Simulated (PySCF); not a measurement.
Consider C2H9Bi (Bi(CH3)2(H)3).

| atom | x (Å) | y (Å) | z (Å) |
| --- | --- | --- | --- |
| Bi | 0.0000 | 0.0000 | 0.0000 |
| C | 0.0000 | 0.0000 | 2.3487 |
| H | -1.0549 | 0.0000 | 2.6871 |
| H | 0.5274 | -0.9136 | 2.6871 |
| H | 0.5274 | 0.9136 | 2.6871 |
| C | 0.0000 | 0.0000 | -2.3487 |
| H | -1.0549 | 0.0000 | -2.6871 |
| H | 0.5274 | 0.9136 | -2.6871 |
| H | 0.5274 | -0.9136 | -2.6871 |
| H | 1.8498 | 0.0000 | 0.0000 |
| H | -0.9249 | 1.6020 | 0.0000 |
| H | -0.9249 | -1.6020 | 0.0000 |

Core potentials replace the inner electrons of Bi.

These are results of RKS BP86, Bi def2-SVP with ECP60, C def2-SVP, H def2-SVP; non-relativistic Hamiltonian with scalar-relativistic core potentials where named; density fitting in PySCF, not measurements.

**Predict the electron density and electron localisation function between the atoms.**

C–Bi (2.35 Å): ρ is about 0.57 e/Å³ halfway; the ELF peaks at about 0.85 in the valence shell of C, 0.6 Å from its nucleus, and is about 0.40 at the midpoint.
C–H (1.11 Å): ρ at the midpoint is about 1.8 e/Å³; the ELF climbs to about 1 towards the hydrogen, as it does in any bond to H; an ordinary covalent bond to hydrogen.
Bi–H (1.85 Å): ρ at the midpoint is about 1.1 e/Å³; the ELF climbs to about 1 towards the hydrogen.

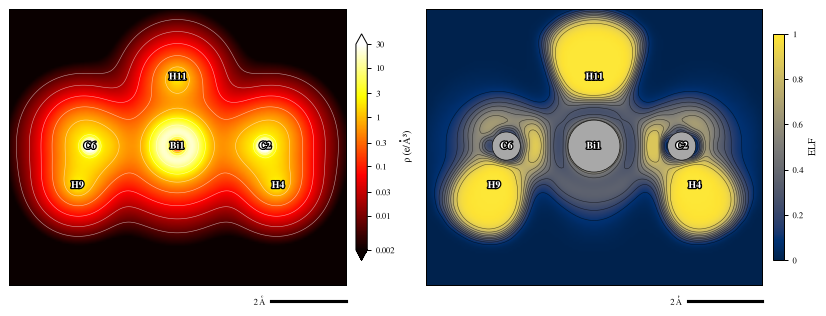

Computed electron density and electron localisation function on the plane of atoms C2, Bi1 and H11, in this order. Grey discs cover the atomic cores in the ELF map. 
